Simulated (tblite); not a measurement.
# Saddle-point search, with input and output: C6H12S

- system: C6H12S, SMILES C[C@@H]1CCCCS1
- method: GFN2-xTB saddle search (eigenvector following) and harmonic vibrations, gas phase (tblite 0.8.0)

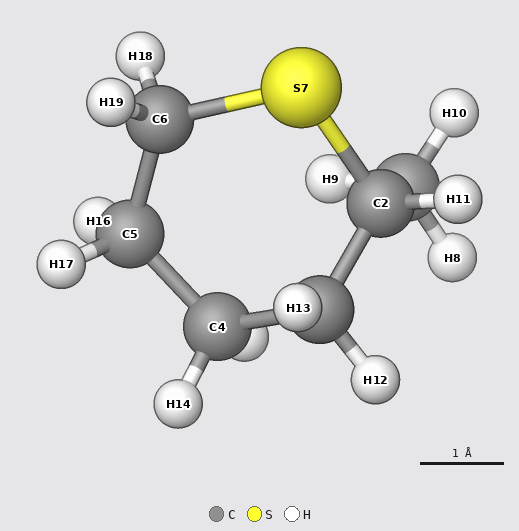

Figure 1. The starting structure (ball-and-stick view, seen at a tilt; atoms are numbered from 1 in the order of the input). Bond lengths as drawn: C–C 1.52 to 1.54 Å, C–H 1.09 Å and C–S 1.82 to 1.84 Å.

### Summary

| quantity | value |
| --- | --- |
| outcome | converged |
| total energy | −604.4289 eV |
| point group | C1 |
| hardware | 1 CPU thread, shared host |
| wall time | 9.6 s |
| peak memory | 0.19 GiB |

### The input
```
{"job": {"xc": "GFN2-xTB", "basis": "xTB", "kind": "saddle"}, "charge": 0, "multiplicity": 1}
C      1.959095     0.533520     0.083589
C      1.191846    -0.777921     0.142627
C      0.177865    -0.981743    -0.973974
C     -0.754077     0.212020    -1.132403
C     -1.576494     0.593697     0.116137
C     -1.177447     0.069710     1.507719
S      0.324371    -0.962593     1.736701
H      2.462978     0.634597    -0.876658
H      1.295826     1.382800     0.225389
H      2.705604     0.555078     0.874094
H      1.898112    -1.612692     0.148185
H      0.710730    -1.130420    -1.916659
H     -0.394996    -1.888310    -0.765399
H     -1.449292     0.001643    -1.947102
H     -0.153926     1.068645    -1.445743
H     -1.604951     1.683235     0.173991
H     -2.603982     0.263027    -0.051295
H     -1.041201     0.913336     2.186718
H     -1.970062    -0.557628     1.914085
```

The first line tells a small driver script what to run in tblite; the rest is the geometry in Å.

Command:
```bash
OMP_NUM_THREADS=1 python <driver script> task.json out
```

### Output
```
step      E/eV     max force
  0    -604.32537   0.1969
  1    -604.32203   0.0894
  2    -604.32340   0.1454
  3    -604.32811   0.1098
  4    -604.33153   0.1255
  5    -604.33621   0.1808
  6    -604.34445   0.0592
  7    -604.35236   0.1064
  8    -604.34779   0.0209
  9    -604.35269   0.0360
 10    -604.35795   0.0443
 11    -604.36362   0.0320
 12    -604.37165   0.0622
 13    -604.36688   0.0249
 14    -604.37148   0.0314
 15    -604.37616   0.0352
 16    -604.38090   0.0285
 17    -604.38738   0.0434
 18    -604.39372   0.0490
 19    -604.39982   0.0481
 20    -604.40748   0.0713
 21    -604.41454   0.0431
 22    -604.42042   0.0836
 23    -604.41741   0.0174
 24    -604.42075   0.0282
 25    -604.42350   0.0292
 26    -604.42569   0.0167
 27    -604.42753   0.0457
 28    -604.42664   0.0071
 29    -604.42762   0.0148
 30    -604.42829   0.0172
 31    -604.42870   0.0087
 32    -604.42885   0.0153
 33    -604.42889   0.0030
lowest wavenumbers (cm-1): -134.6 47.0 215.7 266.7 303.7 319.0
```

### Trajectory as extended XYZ (Å, eV, eV/Å), 6 of the 12 frames kept, from step=0 to step=33
```
19
Properties=species:S:1:pos:R:3:forces:R:3 step=0 energy=-604.32537
C     1.9591    0.5335    0.0836    0.0060   0.0030   0.0050
C     1.1918   -0.7779    0.1426    0.0150   0.0010  -0.0010
C     0.1779   -0.9817   -0.9740    0.0050   0.0070  -0.0050
C    -0.7541    0.2120   -1.1324    0.0360   0.0840   0.0200
C    -1.5765    0.5937    0.1161   -0.1170  -0.1580  -0.0100
C    -1.1774    0.0697    1.5077    0.0990   0.1450   0.0220
S     0.3244   -0.9626    1.7367   -0.0450  -0.0480   0.0060
H     2.4630    0.6346   -0.8767   -0.0070  -0.0050   0.0030
H     1.2958    1.3828    0.2254    0.0060   0.0000   0.0110
H     2.7056    0.5551    0.8741    0.0140  -0.0060  -0.0070
H     1.8981   -1.6127    0.1482    0.0110  -0.0080  -0.0040
H     0.7107   -1.1304   -1.9167    0.0030  -0.0090  -0.0160
H    -0.3950   -1.8883   -0.7654   -0.0050   0.0100   0.0050
H    -1.4493    0.0016   -1.9471    0.0050   0.0000  -0.0050
H    -0.1539    1.0686   -1.4457   -0.0110  -0.0090   0.0040
H    -1.6050    1.6832    0.1740   -0.0110  -0.0010  -0.0180
H    -2.6040    0.2630   -0.0513    0.0020   0.0040  -0.0010
H    -1.0412    0.9133    2.1867    0.0010  -0.0170  -0.0010
H    -1.9701   -0.5576    1.9141   -0.0080   0.0070  -0.0100
19
Properties=species:S:1:pos:R:3:forces:R:3 step=6 energy=-604.34445
C     2.1300    0.4614   -0.0372   -0.0070  -0.0110  -0.0020
C     1.2066   -0.7325    0.1732    0.0150   0.0050   0.0160
C     0.1531   -0.9129   -0.9091    0.0010   0.0080   0.0020
C    -0.7298    0.3190   -1.0615   -0.0100   0.0230  -0.0030
C    -1.7034    0.5267    0.1071   -0.0130   0.0030  -0.0140
C    -1.2788    0.0602    1.5079    0.0060  -0.0110   0.0240
S     0.4075   -0.6163    1.8218   -0.0340   0.0300  -0.0380
H     2.5390    0.4537   -1.0467   -0.0040  -0.0070   0.0110
H     1.6023    1.3983    0.1258    0.0170  -0.0160  -0.0110
H     2.9514    0.4174    0.6740   -0.0010  -0.0070  -0.0060
H     1.8086   -1.6438    0.2431   -0.0110   0.0120   0.0040
H     0.6647   -1.1085   -1.8555   -0.0010   0.0030   0.0010
H    -0.4614   -1.7853   -0.6733    0.0000   0.0050   0.0000
H    -1.3186    0.2253   -1.9771    0.0160   0.0130   0.0200
H    -0.0924    1.1963   -1.1817   -0.0180  -0.0160   0.0170
H    -1.9397    1.5923    0.1578   -0.0150  -0.0310  -0.0060
H    -2.6343    0.0053   -0.1303    0.0310  -0.0020  -0.0010
H    -1.3637    0.8829    2.2189    0.0070  -0.0220  -0.0160
H    -1.9412   -0.7395    1.8431    0.0210   0.0210   0.0010
19
Properties=species:S:1:pos:R:3:forces:R:3 step=12 energy=-604.37165
C     2.2093    0.4026   -0.0842   -0.0050  -0.0060  -0.0060
C     1.2041   -0.7121    0.1816    0.0110   0.0040   0.0060
C     0.1469   -0.8598   -0.9011    0.0010   0.0100   0.0020
C    -0.7293    0.3821   -1.0176   -0.0160   0.0230   0.0040
C    -1.7719    0.4625    0.0997   -0.0300   0.0030  -0.0170
C    -1.3129    0.0774    1.5130   -0.0080  -0.0030  -0.0010
S     0.4281   -0.4363    1.8282   -0.0060   0.0220  -0.0230
H     2.6168    0.3173   -1.0906    0.0010  -0.0150   0.0110
H     1.7479    1.3811    0.0286    0.0190  -0.0200  -0.0140
H     3.0249    0.3388    0.6317    0.0040  -0.0050  -0.0020
H     1.7411   -1.6592    0.2930   -0.0120   0.0110   0.0040
H     0.6591   -1.0418   -1.8496   -0.0010   0.0080   0.0010
H    -0.4776   -1.7305   -0.6859    0.0000   0.0070  -0.0030
H    -1.2601    0.3652   -1.9723    0.0120   0.0150   0.0190
H    -0.0988    1.2723   -1.0137   -0.0210  -0.0170   0.0170
H    -2.1642    1.4830    0.1266   -0.0010  -0.0620  -0.0050
H    -2.6035   -0.1968   -0.1670    0.0480   0.0180   0.0100
H    -1.4497    0.9126    2.1998   -0.0060  -0.0020  -0.0060
H    -1.9102   -0.7583    1.8799    0.0100   0.0090   0.0020
19
Properties=species:S:1:pos:R:3:forces:R:3 step=21 energy=-604.41454
C     2.3070    0.3016   -0.1242    0.0090   0.0090  -0.0120
C     1.1889   -0.6885    0.1768    0.0040   0.0010  -0.0030
C     0.1491   -0.7609   -0.9302    0.0000   0.0040  -0.0040
C    -0.7561    0.4674   -0.9538   -0.0090   0.0050   0.0040
C    -1.8503    0.3419    0.1010   -0.0170  -0.0020  -0.0040
C    -1.3439    0.1273    1.5298   -0.0070   0.0010  -0.0010
S     0.4424   -0.2299    1.8033    0.0000   0.0080  -0.0100
H     2.7867    0.0536   -1.0709   -0.0090  -0.0050   0.0370
H     1.9223    1.3179   -0.1815    0.0220  -0.0360  -0.0090
H     3.0532    0.2694    0.6666   -0.0130   0.0040  -0.0140
H     1.6239   -1.6797    0.3378   -0.0090   0.0070   0.0010
H     0.6801   -0.8587   -1.8807   -0.0020   0.0100   0.0050
H    -0.4667   -1.6549   -0.8004    0.0050   0.0100  -0.0080
H    -1.2288    0.5591   -1.9336    0.0010   0.0070   0.0070
H    -0.1682    1.3702   -0.7816   -0.0100  -0.0080   0.0070
H    -2.4686    1.2432    0.0831    0.0070  -0.0370   0.0000
H    -2.4908   -0.5002   -0.1766    0.0240   0.0150   0.0090
H    -1.5025    1.0203    2.1346   -0.0030  -0.0010  -0.0060
H    -1.8779   -0.6989    2.0004    0.0050   0.0090   0.0020
19
Properties=species:S:1:pos:R:3:forces:R:3 step=27 energy=-604.42753
C     2.3586    0.2310   -0.1313    0.0000   0.0030  -0.0110
C     1.1705   -0.6746    0.1683    0.0080  -0.0010  -0.0040
C     0.1574   -0.6868   -0.9684   -0.0010  -0.0040  -0.0080
C    -0.7916    0.5079   -0.9240   -0.0090  -0.0060   0.0040
C    -1.8810    0.2641    0.1144   -0.0190  -0.0030  -0.0020
C    -1.3529    0.1656    1.5449   -0.0120   0.0010  -0.0030
S     0.4508   -0.1170    1.7795    0.0000   0.0000  -0.0130
H     2.8987   -0.1341   -1.0046   -0.0170   0.0070   0.0260
H     2.0266    1.2492   -0.3242    0.0140  -0.0290   0.0050
H     3.0383    0.2493    0.7175   -0.0060   0.0030  -0.0110
H     1.5324   -1.6903    0.3552   -0.0070   0.0140  -0.0010
H     0.7151   -0.6909   -1.9090   -0.0110   0.0030   0.0180
H    -0.4333   -1.6064   -0.9306    0.0120   0.0200  -0.0040
H    -1.2587    0.6428   -1.9012    0.0000   0.0010   0.0030
H    -0.2413    1.4196   -0.6835   -0.0070  -0.0100  -0.0010
H    -2.6166    1.0722    0.0725    0.0280  -0.0360   0.0030
H    -2.3980   -0.6645   -0.1464    0.0220   0.0360   0.0120
H    -1.5195    1.0991    2.0837   -0.0020  -0.0100  -0.0080
H    -1.8557   -0.6361    2.0871    0.0060   0.0120  -0.0060
19
Properties=species:S:1:pos:R:3:forces:R:3 step=33 energy=-604.42889
C     2.3827    0.1942   -0.1260   -0.0010   0.0000   0.0000
C     1.1591   -0.6656    0.1639    0.0010   0.0000   0.0000
C     0.1640   -0.6468   -0.9907    0.0000  -0.0010  -0.0010
C    -0.8162    0.5204   -0.9169    0.0000  -0.0010   0.0000
C    -1.8905    0.2240    0.1232   -0.0010   0.0000   0.0000
C    -1.3541    0.1902    1.5511   -0.0010   0.0000   0.0000
S     0.4551   -0.0627    1.7662    0.0000   0.0000   0.0000
H     2.9286   -0.2056   -0.9789    0.0000   0.0000   0.0000
H     2.0861    1.2171   -0.3460    0.0000   0.0000   0.0000
H     3.0446    0.2089    0.7366    0.0000   0.0000   0.0000
H     1.4805   -1.6922    0.3618    0.0000   0.0010   0.0000
H     0.7368   -0.5960   -1.9200   -0.0010   0.0000   0.0020
H    -0.4059   -1.5794   -1.0060    0.0010   0.0020   0.0000
H    -1.2909    0.6602   -1.8896    0.0000   0.0000   0.0000
H    -0.2897    1.4415   -0.6603    0.0000  -0.0010   0.0000
H    -2.6771    0.9800    0.0700    0.0020  -0.0020   0.0000
H    -2.3445   -0.7402   -0.1197    0.0020   0.0020   0.0010
H    -1.5249    1.1446    2.0501    0.0000  -0.0010  -0.0010
H    -1.8436   -0.5924    2.1313    0.0010   0.0010  -0.0010
```
